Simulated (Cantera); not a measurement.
Feed: 1 mol trisilylamine, 31 mol N2, held at 0.110 bar.

Cantera equilibrium calculation (NASA polynomials, part measured and part estimated; ideal gas, pure solids and liquids). Candidate condensed phases: Si, Si3N4; 18 gas species. The feed counts by its element totals alone. The tables' values for SiN are old estimates; treat these amounts as uncertain. Gases not in the tables: Si2H6 and higher silanes. The numbers say what is thermodynamically allowed, not how fast it happens.

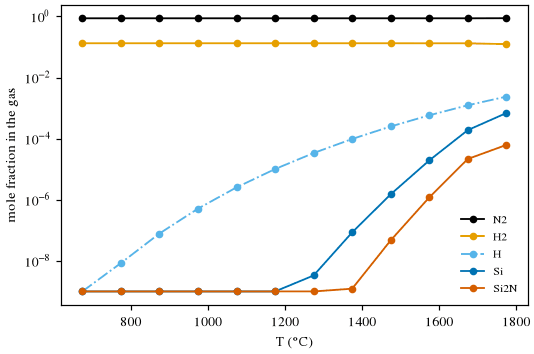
Figure: Equilibrium gas composition (values under 1e-9 drawn at 1e-9)

**Question.** Read off the mole fractions at 975 °C.

**Answer.** N2 about 0.87, H2 about 0.13, H about 5.1e-7.
